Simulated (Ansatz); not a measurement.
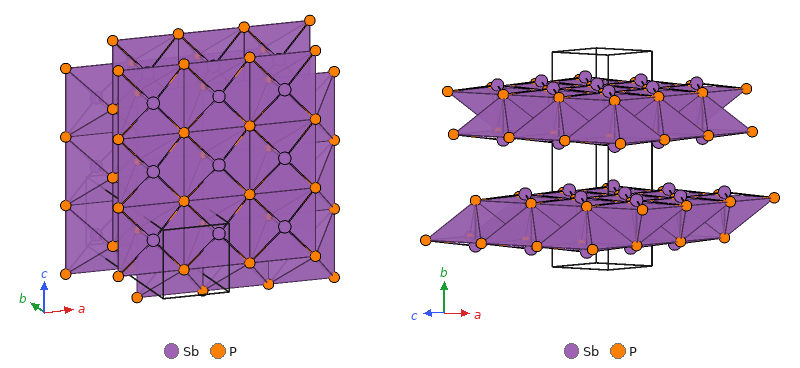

Polyhedra are drawn about Sb (bonds: P–Sb below 3.2 Å); other atoms are plain spheres. Two views of the same piece.

SbP (space group Cmcm, No. 63): the geometry relaxed with Ansatz 0.2.0, DFT PBE, scalar-relativistic, plane waves, PAW; the starting structure was generated, so it need not be a known form of this composition.

Q: What figure surrounds each Sb atom, and what does it share with the other drawn polyhedra?

A: Sb: SbP5 square pyramid, sharing edges with eight neighbours and corners with four neighbours.

Q: How do these polyhedra hang together as a whole?

A: They form layers of corner- and edge-sharing square pyramids parallel to (010).

Q: How far apart are the centres of linked polyhedra?

A: Centre to centre across a shared edge: 3.97 to 4.05 Å; across a shared corner: 5.65 Å.
